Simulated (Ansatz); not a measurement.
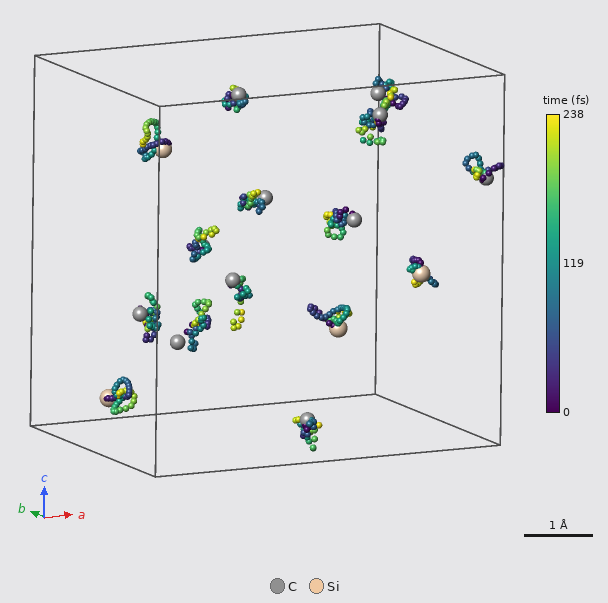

Molecular dynamics of an amorphous cell of composition Si₄C₁₁ (15 atoms in the cell), 238 fs long. It starts from the last geometry of an earlier run, with fresh velocities. Dots mark each atom's position at evenly spaced times, coloured by time; spheres stand at the starting positions. Seen slightly off an axis in the simulation cell.

All numbers below come from DFT PBE, scalar-relativistic, plane waves, PAW (Ansatz). Run with plane-wave cutoff 420 eV; k-point mesh 1 × 1 × 1; Fermi-Dirac smearing 0.138 eV; set temperature 1600 K; time step 2 fs.

**How do the atoms move?**

Root-mean-square distances from the starting positions over the second half, with the common drift of all atoms taken out: C 0.38 Å, Si 0.35 Å. Against the typical shortest distance between atoms in the first frame, about 1.5 Å these are large excursions, but over 238 fs one can't yet tell strong vibration from the start of diffusion.

Limits of the set-up: the periodic images lie only 5.5 Å apart, so the values are limited by the cell's size.

The run took 4.1 min on 2 threads of Intel(R) Xeon(R) Processor @ 2.50GHz (Skylake/Cascade Lake), on a shared host, peak memory 0.34 GiB.
